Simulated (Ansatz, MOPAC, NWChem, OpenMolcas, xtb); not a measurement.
# C2H5Si (SMILES C=C[SiH2]): the zero-point energy at each level's own minimum, rung by rung

The runs start from one conformer, not always the lowest.

C2H5Si, doublet, SMILES `C=C[SiH2]`. Each level relaxes the structure for itself.

Quantity: the zero-point energy at each level's own minimum, in kJ/mol. The values are calculated.

```tsv
level	kind	program	value (kJ/mol)
PM6-D3	semi-empirical	MOPAC	138.9
PM6-D3H4	semi-empirical	MOPAC	139.5
PM6-DH+	semi-empirical	MOPAC	138.9
GFN1-xTB	semi-empirical	xtb	142.5
UHF/3-21G	Hartree–Fock	OpenMolcas	157.6
UHF/6-31G* (spherical functions)	Hartree–Fock	NWChem	158.7
UHF/6-31G* (Cartesian functions)	Hartree–Fock	OpenMolcas	158.8
UB3LYP/6-31G* (spherical functions)	global hybrid	NWChem	150.6
UPBE0-D4/def2-TZVP	global hybrid	Ansatz	150.0
```

Harmonic and unscaled. The values span 138.9 to 158.8 kJ/mol. Spin contamination of the reference (⟨S²⟩ at least 0.1 too high) touches UHF/3-21G, UHF/6-31G*, UHF/6-31G*.

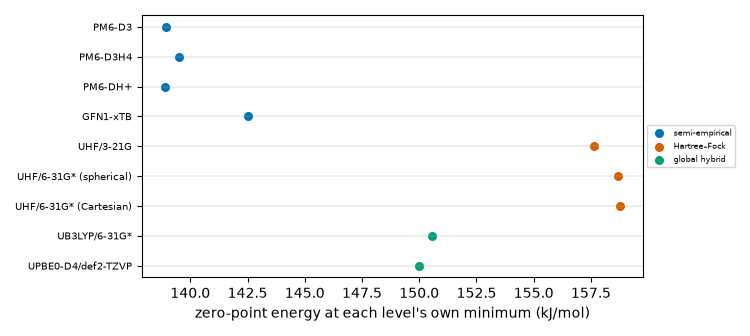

The values of the table, level by level.
